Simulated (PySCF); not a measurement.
| atom | x (Å) | y (Å) | z (Å) |
| --- | --- | --- | --- |
| B | 3.4300 | 0.5844 | -0.3622 |
| N | 2.1004 | 0.1341 | 0.0489 |
| C | 1.0554 | -0.2205 | 0.3749 |
| C | -0.2682 | -0.6549 | 0.7328 |
| C | -1.1826 | -0.6254 | -0.4791 |
| C | -1.7774 | 0.6811 | -0.9236 |
| C | -2.6499 | -0.3650 | -0.3063 |
| Cl | -3.3020 | -0.0952 | 1.3049 |
| H | 3.5706 | 0.1828 | -1.4767 |
| H | 4.1944 | 0.0886 | 0.4072 |
| H | 3.4060 | 1.7746 | -0.2943 |
| H | -0.2145 | -1.6701 | 1.1400 |
| H | -0.6649 | 0.0036 | 1.5113 |
| H | -0.9094 | -1.3376 | -1.2483 |
| H | -1.5528 | 1.5573 | -0.3351 |
| H | -1.8838 | 0.8806 | -1.9788 |
| H | -3.3582 | -0.9064 | -0.9174 |

Geometry: GFN2-xTB.

Theory: PySCF, PBE0/pcSseg-1, SCF density, gas phase, non-relativistic.

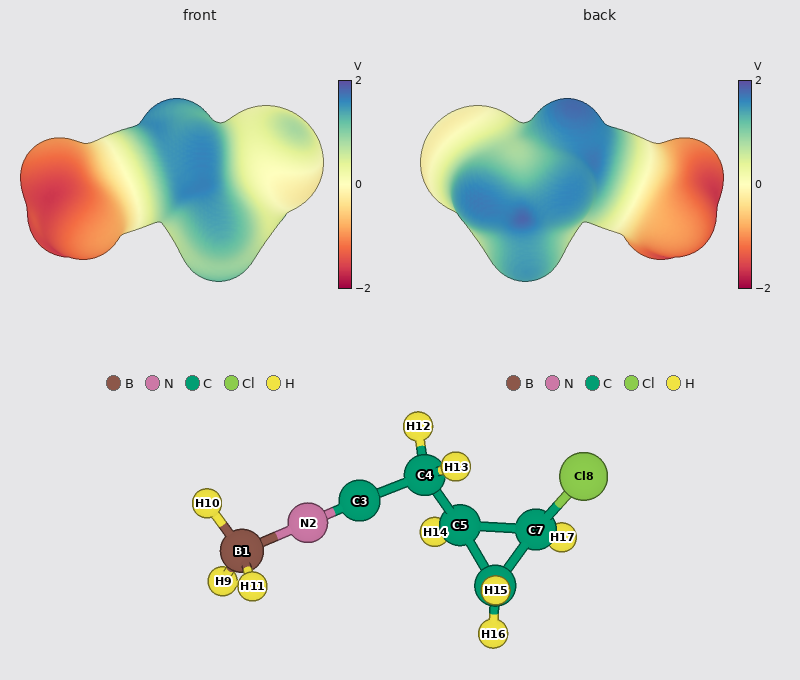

C₅H₉BClN. The molecular electrostatic potential painted on the density surface at 0.002 e/bohr³, seen from the front and from behind; red is negative and blue positive. The bare structure is drawn below in the same view.

**Which sites attract a positive test charge, and which a negative one?**

A positive charge is drawn to the negative regions and a negative charge to the positive ones. The most negative region (about −1.6 V, or −37 kcal/mol for a unit charge) lies over H11, the most positive (about +1.8 V, or +42 kcal/mol for a unit charge) over C5, C6, C7 and H12. Cl8 shows a σ-hole: about +0.8 V, or +18 kcal/mol for a unit charge at the tip opposite its bond, against about +0.3 V on its flanks.

**How polar is the molecule by this calculation?**

Its dipole moment is 6.41 D.
